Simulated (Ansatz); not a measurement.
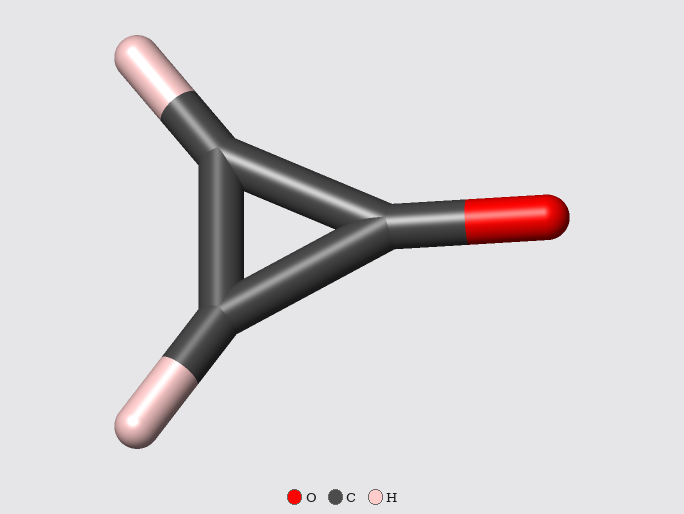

Stick drawing of a structure.

The computed structure is the end point of a PBE0-D4/def2-TZVP optimisation.

Description:

The molecule is C₃H₂O. SMILES: `O=c1cc1`. Independent rings (smallest set): 1 of 3 members, 1 of them aromatic. The point group is C2v. All atoms lie on one plane.

More results for the same structure follow; atom numbers are the same in all pictures, views and colours differ.

### Shape

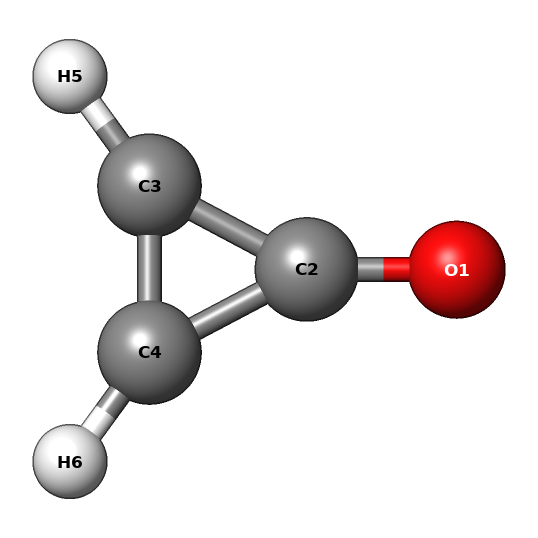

Give these bond angles: O1–C2–C3, C3–C2–C4, C2–C3–C4, C2–C3–H5, C4–C3–H5.

| angle | degrees |
| --- | --- |
| O1–C2–C3 | 152.0 |
| C3–C2–C4 | 56.1 |
| C2–C3–C4 | 62.0 |
| C2–C3–H5 | 154.0 |
| C4–C3–H5 | 144.1 |

### Charges

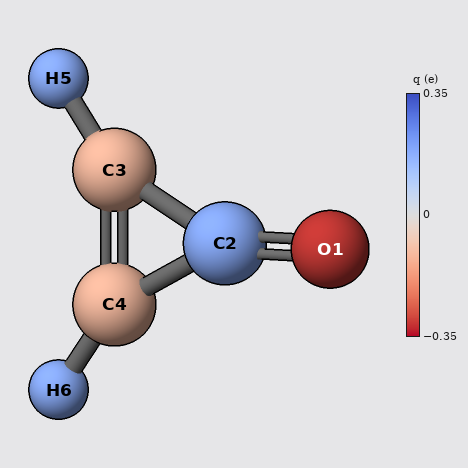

Atoms are coloured by their Mulliken charges. Method: RKS PBE0-D4/def2-TZVP (Ansatz 0.2.0).

Question: Which atom carries the highest charge (most positive or least negative)?

Answer: C2 (0.18 e).

Question: And the lowest?

Answer: O1 (−0.31 e).

List the Mulliken charges.

| atom | value (e) |
| --- | --- |
| O1 | −0.31 |
| C2 | 0.18 |
| C3 | −0.11 |
| C4 | −0.11 |
| H5 | 0.17 |
| H6 | 0.17 |

### Dipole moment

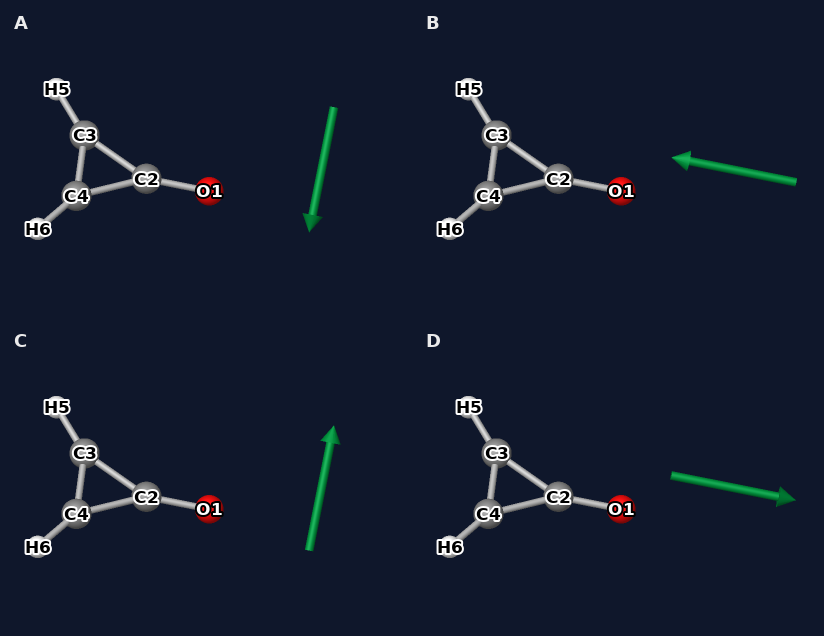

The same molecule four times, each with an arrow. Properties computed with RKS PBE-D4/def2-TZVPP (Ansatz 0.2.0).

Question: Which arrow points along the dipole moment, from the negative to the positive end?

Answer: B. The dipole moment is 3.96 D; it points from the side of O1 to the side of H5, H6 (the outermost atoms at the two ends).

### Electronic properties

Level of theory: RKS HSE06 (plane-wave form)-D4/def2-TZVPP (Ansatz 0.2.0).

What does the calculation give?

- HOMO energy (Kohn–Sham orbital): −6.61 eV
- LUMO energy (Kohn–Sham orbital): −1.58 eV
- HOMO–LUMO gap: 5.03 eV

### Thermal motion

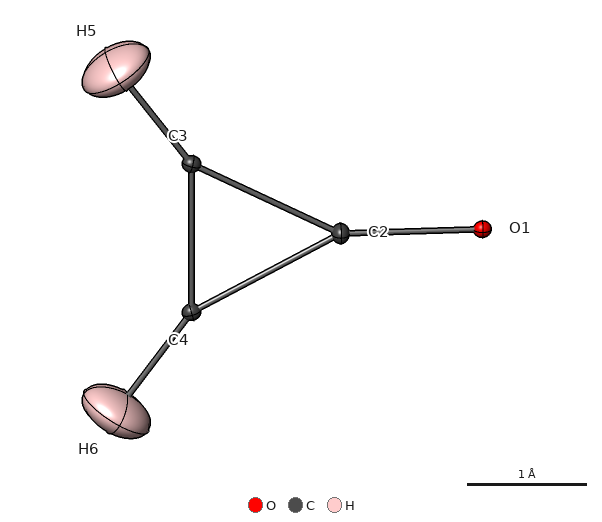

Displacement ellipsoids at the 50 % level, enlarged 1.5 times, from the internal vibrations of the free molecule (harmonic, no overall translation or rotation; no half-axis is drawn under 0.075 Å). Vibrations computed with RKS PBE0-D4/def2-TZVP (Ansatz 0.2.0). Temperature: 298 K.

Question: Which atom has the largest mean-square displacement?

Answer: H5, H6, with U_eq = 0.0151 Å².

Question: Does H6 move more along its bond or across it?

Answer: Across it: the root-mean-square amplitude is 0.077 Å along the bond and up to 0.143 Å across, since bending and torsion are softer than stretching.

List U_eq and the three principal root-mean-square amplitudes for each kind of atom.

```tsv
atom	U_eq (Å²)	rms amplitudes (Å)
O1	0.00053	0.019, 0.024, 0.025
C2	0.0014	0.025, 0.039, 0.046
C3, C4	0.00073	0.020, 0.024, 0.035
H5, H6	0.0151	0.076, 0.137, 0.143
```

Mulliken values depend strongly on the basis set and can even reverse the polarity of a bond.
